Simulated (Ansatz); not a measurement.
# From PBE to G0W0: MgO (Periclase)

Aim: the quasiparticle gap of MgO (Periclase), starting from PBE.

Method: PBE, then G0W0 on it, plane waves, PAW, in Ansatz 0.2.0.

The database entry behind the starting cell differs from later determinations by our own check (about 0.1 % long), so it need not match the best structure at ambient conditions.

In doubt: masses and optical values from hybrid runs of this build are listed as unsure (in some of the runs), which bears on the screening that GW takes from such a start.

## 1. The structure

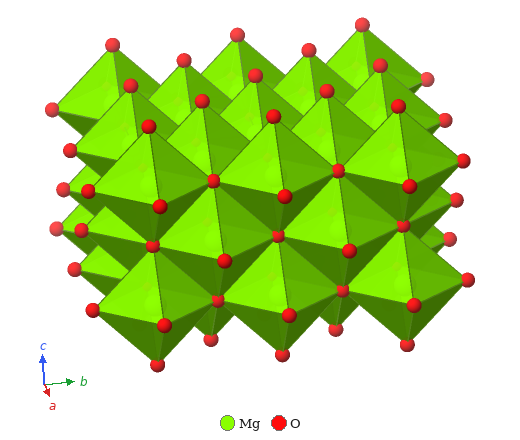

The cell as given, slightly off an axis (magnesium green, oxygen red). 2×2×1 cells are drawn. This picture shows the conventional cell, with its axes. Some periodic images of atoms are drawn too.

Structure file:

```cif
data_structure
_symmetry_space_group_name_H-M 'Fm-3m'
_symmetry_Int_Tables_number 225
_cell_length_a 4.2170
_cell_length_b 4.2170
_cell_length_c 4.2170
_cell_angle_alpha 90.000
_cell_angle_beta 90.000
_cell_angle_gamma 90.000
_cell_volume 74.99
loop_
_atom_site_label
_atom_site_type_symbol
_atom_site_symmetry_multiplicity
_atom_site_Wyckoff_symbol
_atom_site_fract_x
_atom_site_fract_y
_atom_site_fract_z
_atom_site_occupancy
Mg1 Mg 4 a 0.00000 0.00000 0.00000 1
O1 O 4 b 0.50000 0.00000 0.00000 1
```

The cell and positions come from the Crystallography Open Database and are kept as given unless a step says otherwise. The default PAW set here is soft_2. Its files were made with PBE.

## 2. Bands along the symmetry lines

Levels along a band path and on the mesh show where this functional puts the band edges.

This step: DFT, PBE, plane waves, PAW.

input.yaml reads:

```yaml
crystal:
  lattice:
    - [0.0, 2.1085, 2.1085]
    - [2.1085, 0.0, 2.1085]
    - [2.1085, 2.1085, 0.0]
  atoms:
    - { symbol: Mg, position: [0.0, 0.0, 0.0] }
    - { symbol: O, position: [0.5, 0.5, 0.5] }
kpoints:
  mp_grid: { grid: [10, 10, 10] }
  band_path:
    path:
      - [[0.0, 0.0, 0.0], [0.5, 0.0, 0.5], [0.625, 0.25, 0.625]]
      - [[0.375, 0.375, 0.75], [0.0, 0.0, 0.0], [0.5, 0.5, 0.5], [0.5, 0.25, 0.75], [0.5, 0.0, 0.5]]
    npoints: 10
hamiltonian:
  xc: pbe
scf:
  occupations: { method: fermi_dirac, width: 0.02 }
  n_extra_bands: 4
output:
  eigenvalues: true
  write_density: true
  write_potential: true
  elf: true
  volumetric_format: npy
```

Launch:

```sh
$ ansatz run input.yaml --threads 3 --pin off --max-ram 92160MiB --backend cuda --events-out ev --progress --plain --runs-dir out --devices 1 --max-vram 13GiB  # rebuilt from the run's record
```

Numbers of over 12 decimals in the logs are rounded to 6 here.

What it wrote:

```text
scf.n_extra_bands = 4 over 8 filled bands (N_el = 16.0): the run solves 12 bands
GPUs: using 1 of 1 available (devices: 1).
Engine: ansatz 0.2.0, x86_64-unknown-linux-gnu
Pseudopotentials: kind: paw
Pseudopotential: Mg, paw, valence charge 10, recommended cutoff 420 eV (normal), Mg.paw.azcp
Pseudopotential: O, paw, valence charge 6, recommended cutoff 420 eV (normal), O.paw.azcp
Functional definition: PBE
  parameter kappa = 0.804
  parameter beta = 0.066725
  exchange = pbe_x(kappa = kappa, mu = beta*pi^2/3)
  correlation = pbe_c(beta = beta)
device memory: the entry about to start is reckoned to put 1.0 GiB on a device that reports 51.7 GiB free (of which the cap on the GPU budget leaves the run 13.0 GiB)
GPU FFT provider: cuFFT
GPU libraries: cuBLAS 13.8.2, cuFFT 12.4.0, cuSOLVER 12.3.4
Crystal: 2 atoms, lattice volume = 18.748 Å³
Basis set: ecut = 420 eV, 339 PW (Γ)
Bands: 12, of which v1, the nominal top of the filled ones, is band 8 counted from 1 (7 counted from 0)
Symmetry: 48 space group operations
Space group: Fm-3m (ITA 225), of the structure as read, at distance tolerance 2.7e-5 Å
k-points: 47 of 1000
Non-local potential: Mg, projectors of the file, l = 0: 3, l = 1: 2, l = 2: 1
Non-local potential: O, projectors of the file, l = 0: 2, l = 1: 2, l = 2: 1
PAW form: soft (Blöchl's): semilocal exchange-correlation on the pseudo side does not see the compensation charge
PAW one-centre angular grid: Mg, 110 points (default); XC on 64 Gauss nodes
PAW one-centre angular grid: O, 110 points (default); XC on 64 Gauss nodes
Initial density: superposition of atomic densities (neutral atoms: chi_scale 0, normalization atom), corrected by the library's trained network
Initial wavefunctions: pseudopotential atomic-orbital guess
GPU buffer pool allocated for 8000 grid points (all kernels)
GPU transforms: local potential and band sums: pruned to the plane-wave sphere, on 20×20×20
Functional: x = pbe(κ = 0.804, μ = 0.219515), c = pbe(β = 0.066725)
SCF iter   1: F=—  HF=-2494.131886 eV  |F-HF|=—  |Δ(HF+E_count)|=         —  Δρ=5.65e-4  dr2=7.69e-6  ethr=1.77e-3  ⟨swp⟩=5.9  Hψ=3320  notcnv=0
preconditioner: auto → none  [insulator: Δε(μ)=4.708 eV  Ē_g=18.500 eV  σ=0.020 eV  W_gap=1.00  n_scr=8 (ndim 8)  ℏωp=24.3 eV  f_vac=0.000  D(μ)=0.00/eV (n_scr^D=0)  ε∞_Penn≈2.7]
SCF iter   2: F=—  HF=-2494.132766 eV  |F-HF|=—  |Δ(HF+E_count)|=   8.80e-4  Δρ=3.67e-4  dr2=8.95e-6  ethr=4.80e-8  ⟨swp⟩=3.5  Hψ=1704  notcnv=0
SCF iter   3: F=—  HF=-2494.132787 eV  |F-HF|=—  |Δ(HF+E_count)|=   2.04e-5  Δρ=2.11e-4  dr2=2.42e-6  ethr=4.80e-8  ⟨swp⟩=2.0  Hψ=898  notcnv=0
iter 4 did not close the SCF: its close was put off for the readings that it lacked (scf_convergence_deferred on its scf_iter line)
SCF iter   4: F=-2494.132804 eV  HF=-2494.132804 eV  |F-HF|=3.60e-8  |Δ(HF+E_count)|=   1.71e-5  Δρ=2.90e-5  dr2=6.06e-8  ethr=1.51e-8  ⟨swp⟩=2.0  Hψ=893  notcnv=0
iter 5 did not close the SCF: its close was put off for the readings that it lacked (scf_convergence_deferred on its scf_iter line)
SCF iter   5: F=-2494.132804 eV  HF=-2494.132804 eV  |F-HF|=8.17e-9  |Δ(HF+E_count)|=  1.60e-10  Δρ=8.17e-6  dr2=5.55e-9  ethr=3.79e-10  ⟨swp⟩=2.0  Hψ=929  notcnv=0
SCF iter   6: F=-2494.132804 eV  HF=-2494.132804 eV  |F-HF|=1.25e-9  |Δ(HF+E_count)|=   3.52e-9  Δρ=3.12e-6  dr2=9.10e-10  ethr=3.47e-11  ⟨swp⟩=1.0  Hψ=1683  notcnv=0
SCF 1 converged in 6 iterations: F = -2494.132804 eV  dr2 = 9.10e-10
  greatest PAW one-centre occupation: 1.000 electrons in one spin orbital (limit 2), on the Mg atom at site 0 (counted from 0), in its partial waves of l = 0
device memory: the entry about to start is reckoned to put 0.6 GiB on a device that reports 50.3 GiB free (of which the cap on the GPU budget leaves the run 13.0 GiB)
NSCF: frozen V_eff on 62 k-points, pencils in batches of 32, up to order 56
SCF converged after 6 iterations
Free energy (F): -2494.132804 eV
Harris-Foulkes:  -2494.132804 eV  (|F-HF|=1.25e-9)
Internal energy: -2494.132804 eV  (E = F + TS)
E sigma→0 (E₀):  -2494.132804 eV
Fermi energy:    10.458741 eV
--- Per-component energies (eV) ---
  E_band       = -293.270630
  E_kinetic    = 255.748200
  E_local      = -1604.634216  (includes V_loc(G=0)·N_el)
  E_nonlocal   = 142.807615
  E_hartree    = 555.153721
  E_xc         = -105.259818
  E_vxc        = -134.890109  (∫ρ·V_xc dr)
  E_paw        = -450.093950  (= ΣΔE_a)
  E_vpaw       = -62.611192  (= ΣTr[D̂ρ^β])
  E_aug_tail   = 0.002520  (compensation charges beyond the density's cutoff)
  E_ewald      = -1287.856876
  E_smearing   = -0.000000  (= −TS)
  E_closure    = 0.000000  (closes the sum)
  Σ components = -2494.132804   (vs F -2494.132804, Δ=0.00e0)
--- Band table (eV; the first three rows and the last of 47) ---
  k-point 0: bands = [... 4 lower, -9.1430, 8.0913, 8.0913, 8.0913, 12.8005, 23.8928, 23.8928, 23.8928]
  k-point 1: bands = [... 4 lower, -9.0346, 7.4422, 8.0243, 8.0243, 13.4282, 22.6385, 24.1302, 24.1302]
  k-point 2: bands = [... 4 lower, -8.7371, 6.1283, 7.8551, 7.8551, 14.6247, 21.1233, 24.6096, 24.6096]
  k-point 46: bands = [... 4 lower, -7.5584, 4.7914, 5.5906, 6.3718, 19.0942, 19.9089, 20.2628, 23.9923]
```

The job ended after 4.2 s (1 × NVIDIA H100 80GB HBM3 (shared by 6 runs) with 3 threads of AMD EPYC 7R13 (Zen 3), shared host; peak memory 0.87 GiB).

This step gave:

```yaml
filled_bands: 8
gap: 4.709 eV
valence_top_at: Γ
conduction_bottom_at: Γ
least_direct_gap: 4.709 eV
```

Over mesh and path the gap is 4.709 eV, direct, at k = Γ.

The electronic bands at the labelled points (eV, zero at the top of the highest nominally filled band; v1 is the highest filled band, c1 the lowest empty one):

```tsv
point	v4	v3	v2	v1	c1	c2	c3	c4
Γ	-17.23	0.00	0.00	0.00	4.71	15.80	15.80	15.80
X	-15.71	-4.04	-1.33	-1.33	9.14	9.95	13.07	18.94
U	-15.68	-3.45	-2.69	-1.13	10.10	11.75	12.51	18.10
jump to K	-15.68	-3.45	-2.69	-1.13	10.10	11.75	12.51	18.10
Γ	-17.23	0.00	0.00	0.00	4.71	15.80	15.80	15.80
L	-15.92	-4.59	-0.65	-0.65	7.90	12.57	16.31	16.31
W	-15.64	-2.92	-2.92	-1.76	11.64	11.64	12.14	15.49
X	-15.71	-4.04	-1.33	-1.33	9.14	9.95	13.07	18.94
```

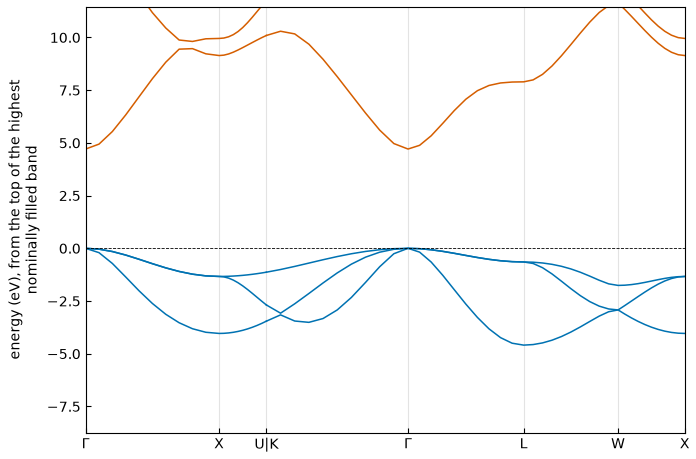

Electronic bands along the path; lines of filled and empty bands in two colours.

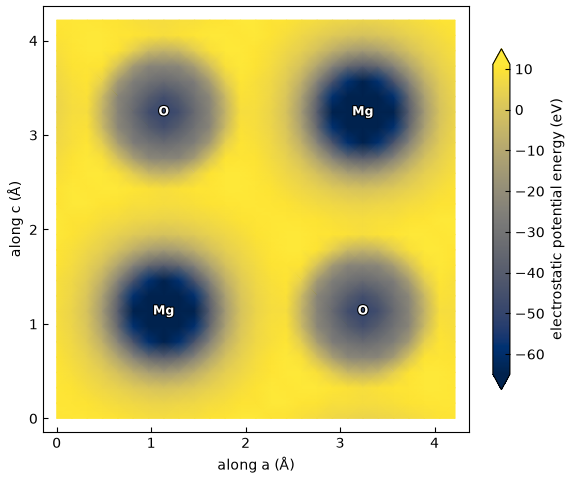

Electrostatic potential energy in the ac plane of the conventional cell at fractional y = 0.000, with atoms of Mg and O within 0.2 Å of it. With pseudopotentials it is smooth inside the atoms' cores, unlike the true potential. The map starts off the cell's origin, so that atoms lie inside it.

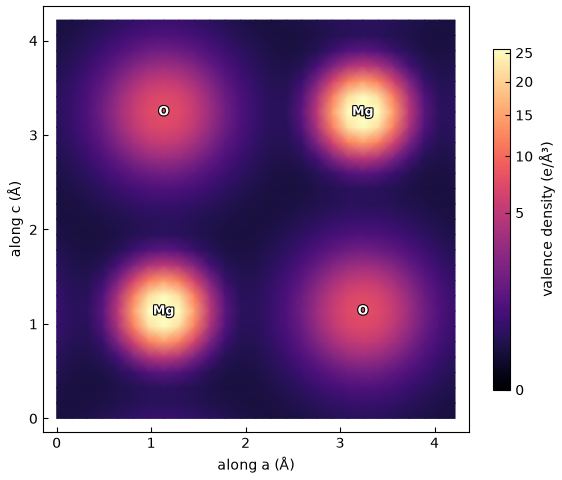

Valence density in the ac plane of the conventional cell at fractional y = 0.000, with atoms of Mg and O within 0.2 Å of it. It is the smooth field of the valence electrons, not physical close to the nuclei. The map starts off the cell's origin, so that atoms lie inside it. The colour scale is stretched toward low values.

## 3. The quasiparticle correction

G0W0 replaces the xc potential by a self-energy built once from the orbitals of the start. Levels are corrected in the window of bands that the input names, at points of the mesh.

This step: G0W0 on PBE, plane waves, PAW.

input.yaml, the sections that differ from step 2:

```yaml
kpoints:
  mp_grid: { grid: [6, 6, 6] }
scf:
  occupations: { method: fixed }
gw:
  n_empty_bands: 120
  ecut_chi: 200.0
  qp_bands: [v2, c2]
  qp_kpoints: band_edges
  screening: { model: contour_deformation }
# crystal, hamiltonian: as in step 2
# output: removed
```

What it wrote:

```text
GPUs: using 1 of 1 available (devices: 1).
[...]
GPU FFT provider: cuFFT
GPU libraries: cuBLAS 13.8.2, cuFFT 12.4.0, cuSOLVER 12.3.4
Crystal: 2 atoms, lattice volume = 18.748 Å³
Basis set: ecut = 420 eV, 339 PW (Γ)
Bands: 12, of which v1, the nominal top of the filled ones, is band 8 counted from 1 (7 counted from 0)
[... 1 set-up line as in the run before ...]
[...]
k-points: 16 of 216
[...]
GPU buffer pool allocated for 8000 grid points (all kernels)
[...]
SCF iter   1: F=—  HF=-2494.132036 eV  |F-HF|=—  |Δ(HF+E_count)|=         —  Δρ=5.55e-4  dr2=6.30e-6  ethr=1.77e-3  ⟨swp⟩=4.0  Hψ=1041  notcnv=0  defer=11
[...]
SCF iter   6: F=-2494.132437 eV  HF=-2494.132437 eV  |F-HF|=6.32e-11  |Δ(HF+E_count)|=   1.10e-8  Δρ=1.20e-6  dr2=8.55e-11  ethr=1.56e-10  ⟨swp⟩=3.8  Hψ=832  notcnv=0
SCF 1 converged in 6 iterations: F = -2494.132437 eV  dr2 = 8.55e-11
[...]
NSCF: frozen V_eff on 16 k-points, pencils in batches of 32, up to order 48
the band table was solved once the SCF had ended and its energy, with any forces and stress, was formed, with the checks that follow a solve (1085 applications of the Hamiltonian). They found nothing against the state; the energy, forces and stress were not computed again (output.eigenvalues in the input reference)
[...]
NSCF: frozen V_eff on 16 k-points
G₀W₀ screening: q 1/16
[... further progress lines ...]
[...]
SCF converged after 6 iterations
Free energy (F): -2494.132437 eV
[...]
Internal energy: -2494.132437 eV  (E = F + TS)
E sigma→0 (E₀):  -2494.132437 eV
Fermi energy:    8.092087 eV
[...]
--- Band table (eV; the first three rows and the last of 16) ---
  k-point 0: bands = [... 4 lower, -9.1424, 8.0921, 8.0921, 8.0921, 12.8009, 23.8929, 23.8929, 23.8929]
  k-point 1: bands = [... 4 lower, -8.8526, 6.5895, 7.9194, 7.9194, 14.2224, 21.5566, 24.4591, 24.4591]
  k-point 2: bands = [... 4 lower, -8.2037, 4.4427, 7.5973, 7.5973, 15.7494, 20.3929, 24.6654, 24.6654]
  k-point 15: bands = [... 4 lower, -7.5676, 4.5748, 5.8768, 6.4356, 18.6455, 19.4832, 20.5487, 24.5656]
--- G₀W₀: contour deformation, 6 samples at zero and on the imaginary axis and 4 off it, 216 q-points, 120 empty bands' worth ---
  eigenvalues of the whole cell's RPA ε∞ on this k-mesh (on a slab, of 1 + 4πα/V) = 3.0577, 3.0577, 3.0577; static W/v taken at q = 0 is 0.327044
  bands read: the sum over 128 bands ends inside a degenerate multiplet in 1 slot, whose members it reads at an even weight; the widest, k=0: bands 128 to 129 (counted from 1) at 1/2 each
  gw.qp_kpoints: band_edges: 8 of 16 stored k-points solved, in 1 pass; an edge of the gap read off the rows below is read off those points alone
    valence top: of the k-points left out ik 7 came nearest to being solved in a further pass, in band 8 (counted from 1, as in the quasiparticle table): it holds the edge there only if its correction is more favourable than any solved in that band by at least 0.646 eV; those differ by 0.208 eV
    conduction bottom: of the k-points left out ik 5 came nearest to being solved in a further pass, in band 9 (counted from 1, as in the quasiparticle table): it holds the edge there only if its correction is more favourable than any solved in that band by at least 3.310 eV; those differ by 0.615 eV
    ik  band        ε_KS         Σx   Σc(E_QP)       V_xc       Z   E_QP_lin       E_QP  E_QP is
     0     7      8.0921   -26.4287     4.0333   -20.9096  0.7875     6.5853     6.6062  root
     0     8      8.0921   -26.4287     4.0333   -20.9096  0.7875     6.5853     6.6062  root
     0     9     12.8009   -10.0317    -3.7195   -14.7718  0.8449    13.8271    13.8214  root
     0    10     23.8929    -3.6770    -4.9005    -9.5584  0.8360    24.8838    24.8738  root
     1     7      7.9194   -26.2498     4.0712   -20.6620  0.7869     6.3806     6.4029  root
     1     8      7.9194   -26.2498     4.0712   -20.6620  0.7869     6.3806     6.4029  root
     1     9     14.2224   -10.9048    -3.7678   -15.8041  0.8356    15.3616    15.3538  root
     1    10     21.5566    -4.5360    -4.8453   -10.3646  0.8313    22.5502    22.5399  root
     2     7      7.5973   -25.9436     4.1444   -20.2276  0.7856     6.0008     6.0258  root
     2     8      7.5973   -25.9436     4.1444   -20.2276  0.7856     6.0008     6.0258  root
     2     9     15.7494    -8.6522    -4.1285   -13.8918  0.8400    16.8690    16.8605  root
     2    10     20.3929    -8.2768    -5.0054   -14.6612  0.8106    21.7917    21.7720  root
     3     7      7.4457   -25.8105     4.1784   -20.0366  0.7850     5.8240     5.8503  root
     3     8      7.4457   -25.8105     4.1784   -20.0366  0.7850     5.8240     5.8503  root
     3     9     15.9875    -7.0104    -4.1583   -12.1526  0.8482    16.9780    16.9714  root
     3    10     20.6644   -10.6360    -5.3485   -17.6475  0.7920    22.3645    22.3273  root
     4     7      7.7089   -26.0732     4.1019   -20.4196  0.7866     6.1332     6.1572  root
     4     8      7.7089   -26.0732     4.1019   -20.4196  0.7866     6.1332     6.1572  root
     4     9     14.7021   -11.2526    -3.8252   -16.2701  0.8319    15.9034    15.8944  root
     4    10     20.8091    -3.4907    -4.6713    -9.0048  0.8427    21.6585    21.6519  root
     8     7      7.1657   -25.4050     4.1510   -19.6220  0.7858     5.5054     5.5338  root
     8     8      7.7781   -26.0993     4.1103   -20.4476  0.7861     6.2132     6.2368  root
     8     9     15.7575   -10.8129    -4.0751   -16.1584  0.8285    17.0394    17.0279  root
     8    10     20.3034    -5.3223    -4.7088   -11.0602  0.8327    21.3428    21.3325  root
     9     7      7.0484   -25.6209     4.2364   -19.7303  0.7844     5.3650     5.3943  root
     9     8      7.0484   -25.6209     4.2364   -19.7303  0.7844     5.3650     5.3943  root
     9     9     17.3557   -10.0150    -4.4537   -15.8445  0.8275    18.7470    18.7315  root
     9    10     18.1429    -3.7515    -4.3512    -8.8893  0.8539    18.9339    18.9294  root
    12     7      6.7586   -25.4740     4.2979   -19.4822  0.7832     5.0329     5.0646  root
    12     8      6.7586   -25.4740     4.2979   -19.4822  0.7832     5.0329     5.0646  root
    12     9     17.2342    -3.8722    -4.2329    -8.8663  0.8570    17.9993    17.9954  root
    12    10     18.0452    -7.2596    -4.5013   -12.9721  0.8523    19.2668    19.2563  root
```

The job ended after 9.9 s (1 × NVIDIA H100 80GB HBM3 (shared by 6 runs) with 3 threads; peak memory 1 GiB).

This step gave:

* bands summed: 128
* RPA ε∞ on this mesh (eigenvalues): 3.058, 3.058, 3.058
* plane waves in the screening matrix: 113
* q-points in the mesh: 216
* G0W0 gap over the corrected points: 7.215 eV
* k of the valence top: 0, 0, 0
* k of the conduction bottom: 0, 0, 0
* starting gap on the mesh: 4.709 eV
* Z at the valence top: 0.7875
* Z at the conduction bottom: 0.8449
* least direct G0W0 gap over the corrected points: 7.215 eV

Over 8 of 16 irreducible mesh points the G0W0 gap is 7.215 eV, direct, at k = Γ. The PBE gap of this run on the mesh is 4.709 eV. The two states that bound the G0W0 gap lie that far apart at the start, so the correction of the gap is 7.215 − 4.709 = +2.506 eV. The start of this run differs from the step before in mesh (10×10×10 and 6×6×6).

Labels follow the order of the start: v1 is the top filled band, c1 the lowest empty one; levels that stay degenerate share a row, the window can cut a multiplet, doubted levels are not marked in this list, bands outside the window were not corrected, and the list may be a part of the corrected levels. Levels before and after the correction, in eV, zero at the valence-band top of each column:

```tsv
	conduction bottom	valence top
Kohn-Sham	4.71	0.00
G0W0	7.22	0.00
```

```tsv
	level	occupation	energy (eV)
Kohn-Sham	Γ v2-v1	2	0.000
Kohn-Sham	Γ c1	0	4.709
Kohn-Sham	Γ c2	0	15.801
G0W0	Γ v2-v1	2	0.000
G0W0	Γ c1	0	7.215
G0W0	Γ c2	0	18.268
```

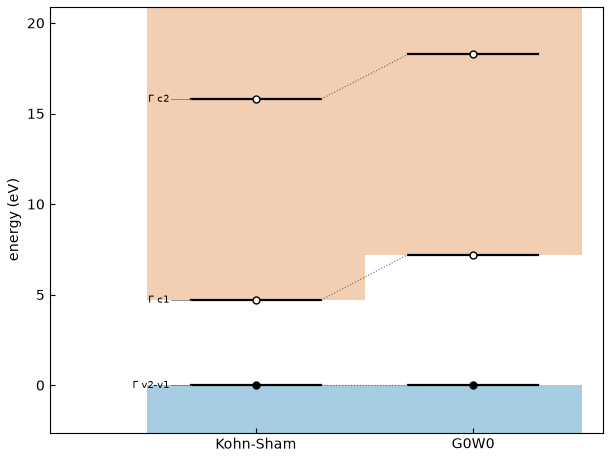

Levels before and after the correction. Shaded: valence and conduction bands. Filled marks are occupied levels, open marks empty ones.

The parts of the quasiparticle energy for the two states that bound the G0W0 gap, in eV on the run's own scale (QP = start + Σx + Σc − Vxc, with Σc at the quasiparticle energy):

```tsv
edge	k	band	start	Σx	Σc	Vxc	Z	QP
valence top	Γ	7	8.092	−26.429	4.033	−20.910	0.787	6.606
conduction bottom	Γ	9	12.801	−10.032	−3.720	−14.772	0.845	13.821
```

## 4. Side by side

Each gap is the least one over the points named; times are wall times on shared hosts, not benchmarks. A G0W0 time includes the run's own self-consistent start. Rows marked * are further runs, not shown as steps, whose inputs differ from the G0W0 step on the same start in the columns given; solver thresholds can differ too.

```tsv
level	mesh	files, cutoff	bands summed, screening	points	gap (eV)	valence top	conduction bottom	least direct gap (eV)	time
PBE	10×10×10	soft_2 PAW, 420 eV	-	mesh and path	4.709	Γ	Γ	4.709	4.2 s
G0W0@PBE*	6×6×6	soft_2 PAW, 420 eV	27, 60 eV	8 of 16 irreducible mesh points	6.801	Γ	Γ	6.801	9.2 s
G0W0@PBE*	6×6×6	soft_2 PAW, 420 eV	63, 120 eV	8 of 16 irreducible mesh points	7.016	Γ	Γ	7.016	8.6 s
G0W0@PBE	6×6×6	soft_2 PAW, 420 eV	128, 200 eV	8 of 16 irreducible mesh points	7.215	Γ	Γ	7.215	9.9 s
G0W0@PBE*	4×4×4	soft_2 PAW, 420 eV	63, 120 eV	5 of 8 irreducible mesh points	7.001	Γ	Γ	7.001	3.3 s
G0W0@PBE*	6×6×6	soft_2 PAW, 420 eV	63, 120 eV, plasmon pole	8 of 16 irreducible mesh points	7.019	Γ	Γ	7.019	7.5 s
```

## 5. What came out

```json
{"PBE gap over mesh and path": "4.709 eV, direct, at k = Γ", "G0W0@PBE gap over 8 of 16 irreducible mesh points": "7.215 eV, direct, at k = Γ", "GW settings": "6×6×6 mesh, 120 empty bands, screening to 200 eV", "known limits": "finite bands, screening cutoff and k mesh; no spin-orbit coupling in G0W0"}
```

Over 8 of 16 irreducible mesh points the G0W0 gap is 7.215 eV, direct, at k = Γ. The PBE gap of this run on the mesh is 4.709 eV. The two states that bound the G0W0 gap lie that far apart at the start, so the correction of the gap is 7.215 − 4.709 = +2.506 eV. The valence state moves by 6.606 − 8.092 = −1.486 eV and the conduction state by 13.821 − 12.801 = +1.020 eV, on the run's own scale; with 27 bands the edge states move by −0.865 and +1.227 eV, so the split between the edges depends on the bands and cutoff. Both edges that PBE shows over mesh and path lie at k points where levels were corrected. Levels at other points were not corrected, so a lower G0W0 gap elsewhere in the zone is not ruled out. From 27 bands and 60 eV to 128 bands and 200 eV the gap moves by 7.215 − 6.801 = +0.414 eV (rung by rung 6.801, 7.016, 7.215 eV); bands and screening cutoff rise together, so their parts are not told apart. A line in one over the bands through the two highest rungs gives 7.215 + (7.215 − 7.016) × 63 / (128 − 63) = 7.408 eV, and through the pair below 7.016 + (7.016 − 6.801) × 27 / (63 − 27) = 7.177 eV. The two differ by 0.231 eV, not under the 0.030 eV asked, so the law does not hold well over these rungs and the limit is not known. With the 4×4×4 mesh in place of the 6×6×6 mesh and all else as in the G0W0@PBE row with 63 bands, the gap differs by 7.001 − 7.016 = −0.015 eV, and that of the start by 4.701 − 4.709 = −0.008 eV. With the plasmon pole model in place of the contour deformation model and all else as in the G0W0@PBE row with 63 bands, the gap differs by 7.019 − 7.016 = +0.003 eV. G0W0 on other starts in this series, not shown as steps and not all at these settings: 7.866 eV on HSE06 (6×6×6, soft_2 PAW, 63 bands, 120 eV) and 7.039 eV on LDA (6×6×6, soft_2 PAW, 63 bands, 120 eV). The G0W0 runs are scalar-relativistic. G0W0@PBE runs of this series with other atomic data on the same mesh, not shown as steps, give 7.023 eV (hard PAW, 930 eV, 63 bands, screening to 120 eV; the table's row with the same empty bands and screening cutoff has 7.016 eV); where bands and cutoffs differ too, the part of the files is not isolated.

[Paths, hosts, dates, memory and timing lines, banners, echoed tables and standing remarks are left out of the program output.]

[Logs are printed without paths, hosts, clocks, repeated set-up lines and the standing remarks that a program may print on its own settings, such as how far it seeks lower states.]

[Runs of the session that timed out or met a known fault of the program may be left out.]

[Cells called generated may have been cut or substituted from an entry of the Crystallography Open Database or the Materials Project.]

[Hosts, paths, dates, database ids (printed as entryN), source tags and the programs' standing remarks are cut or masked in the printed files.]

[Where an RPA ε∞ is given, it is that of the G0W0 mesh and is not shown converged in it. Names of k-points follow the symmetry that the program found, which can be lower than the space group named. Band edges on a path are those of the sampled points; other points can move an edge, and change direct to indirect where valleys lie close.]

[Hybrid gaps are those of their k-mesh and are not shown converged in it.]
